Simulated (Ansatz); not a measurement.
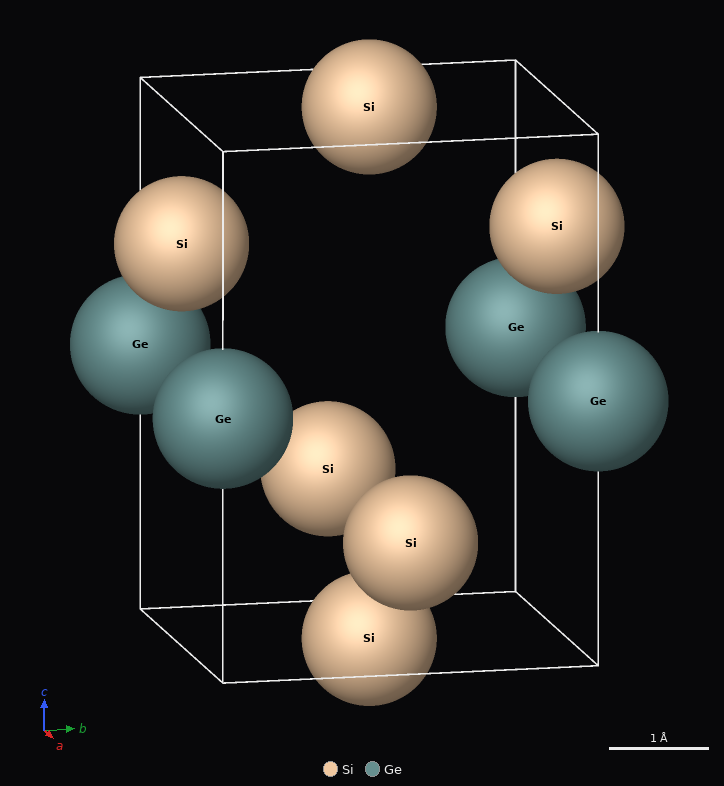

Spheres-only representation of a periodic structure, projected slightly off an axis. One conventional unit cell is framed, with atoms on its boundary repeated.

Si$_{3}$Ge, space group Pmm2 (No. 25), a = 3.768 Å, b = 3.888 Å, c = 5.484 Å, α = 90.00°, β = 90.00°, γ = 90.00°. The model was built from a structure type filled with these elements by a generator (whether the compound takes this form wasn't checked). The cell was then strained or its atoms displaced on purpose. It was the input of a calculation with Ansatz.

This one geometry was computed with Ansatz (DFT, plane waves, PAW) at three levels of theory: PBE, HSE06 and r2SCAN. It was relaxed with r2SCAN and then strained.

Question: Which level gives the highest pressure at this volume, and what does that say about its equilibrium volume?

Answer: Highest: PBE (4.8 GPa), which points to the largest equilibrium volume. Lowest, with the smallest volume: HSE06 (3.3 GPa) and r2SCAN (3.1 GPa). Levels within 0.5 GPa of each other can't be told apart.

Question: How does the band gap change with the level of theory?

Answer: PBE: a gap of 0.07 eV, indirect; r2SCAN: a gap of 0.25 eV, indirect; HSE06: a gap of 0.63 eV, indirect.

Question: Collect the results in a table.

Answer:
| level | cutoff (eV) | k-mesh of the run's cell | gap (eV) | pressure (GPa) |
| --- | --- | --- | --- | --- |
| PBE | 420 | 6×6×6 | 0.07 | 4.8 |
| HSE06 | 420 | 4×4×4 | 0.63 | 3.3 |
| r2SCAN | 500 | 6×6×6 | 0.25 | 3.1 |

Gaps are taken on the k-mesh or band path of each run.
